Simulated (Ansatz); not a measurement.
**GeH$_{5}$N: density, localisation and related maps**

Input file:

```
crystal:
  periodic: [false, false, false]
  atoms:
    - {symbol: Ge, position_ang: [-1.191454, 0.208084, 0.809929]}
    - {symbol: N, position_ang: [0.745872, -0.333096, -0.014183]}
    - {symbol: H, position_ang: [0.829033, 0.019380, -0.959580]}
    - {symbol: H, position_ang: [-1.809681, -0.285982, -0.579529]}
    - {symbol: H, position_ang: [-0.919935, 1.671655, 0.225917]}
    - {symbol: H, position_ang: [0.854648, -1.340111, -0.030330]}
    - {symbol: H, position_ang: [1.491518, 0.059970, 0.547676]}
basis:
  gaussian: {orbitals: def2-TZVPP}
hamiltonian: {xc: pbe0, dispersion: d4}
output: {orbitals: {seedname: orbitals}}
```

Launched as:

```sh
ansatz run in.yaml --threads 2 --pin off --events-out ev --progress --plain --max-ram 4352MiB
```

The product side of a reaction path; geometry: PBE0-D4/def2-TZVP.

Level of theory: Ansatz 0.2.0, RKS PBE0-D4/def2-TZVPP.

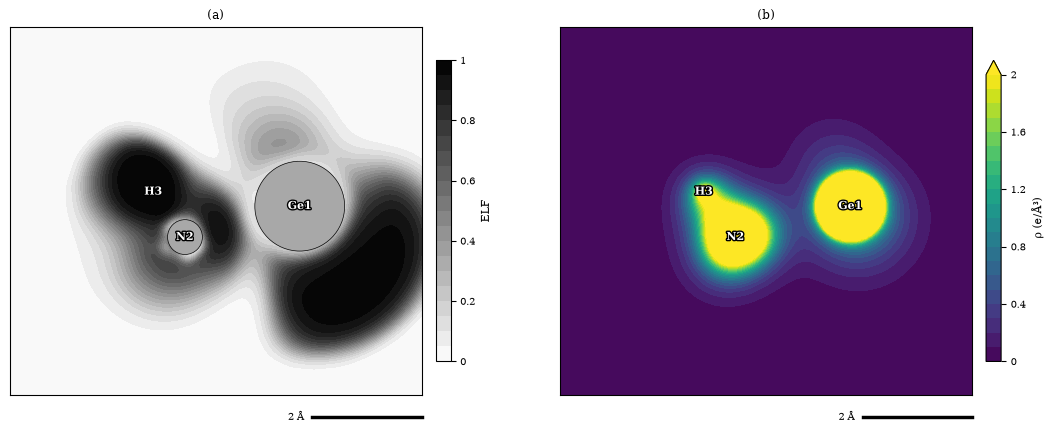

Figure 1. (a) electron localisation function; (b) electron density on the plane of atoms Ge1, N2 and H3. Grey discs cover the atomic cores in the ELF map.

> What do the fields say about this system?

- The plane passes through Ge, N and H nuclei.
- Ge–N (2.17 Å): the density is about 0.47 e/Å³ at the midpoint; the ELF peaks at about 0.95 in the valence shell of N, 0.6 Å from its nucleus, and is about 0.40 at the midpoint.
- N–H (1.01 Å): ρ at the midpoint is about 3 e/Å³; the ELF climbs to about 1 towards the hydrogen, as it does in any bond to H (an ordinary covalent bond to hydrogen).

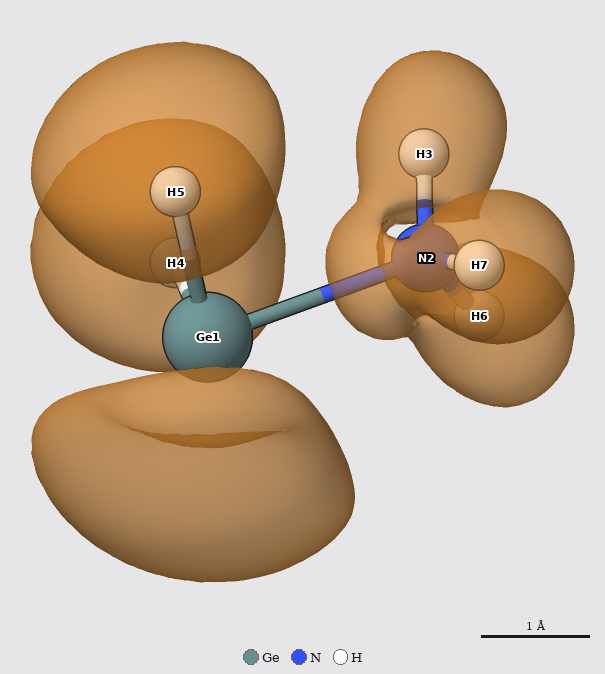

Figure 2. Isosurface of the electron localisation function at 0.75 (orange), seen from one side. Only the valence region is drawn (cores and ρ < 0.01 e/Å³ removed).

> Where are the electrons localised?

The surface consists of two regions around hydrogen nuclei, one lobe on Ge, pointing away from the bonds (lone pairs) and one joined region spread over several atoms (H, N), in which their bonds and any lone pairs are merged.

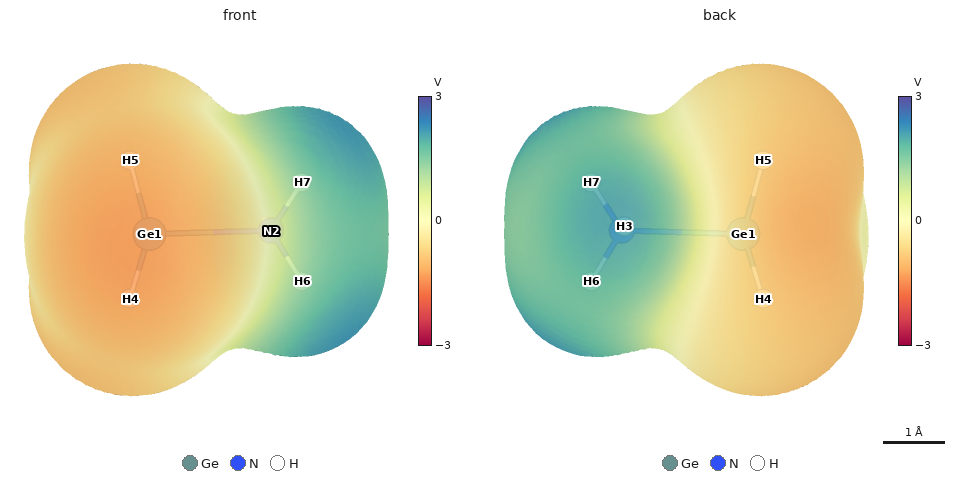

Figure 3. The molecular electrostatic potential painted on the density surface at 0.001 e/bohr³, seen from the front and from behind; the colour scale runs from red (negative) to blue (positive).

> Where is the surface potential most negative and most positive?

The most negative region (about −1.3 V) lies over H4, the most positive (about +2.2 V) over H6 and H7.
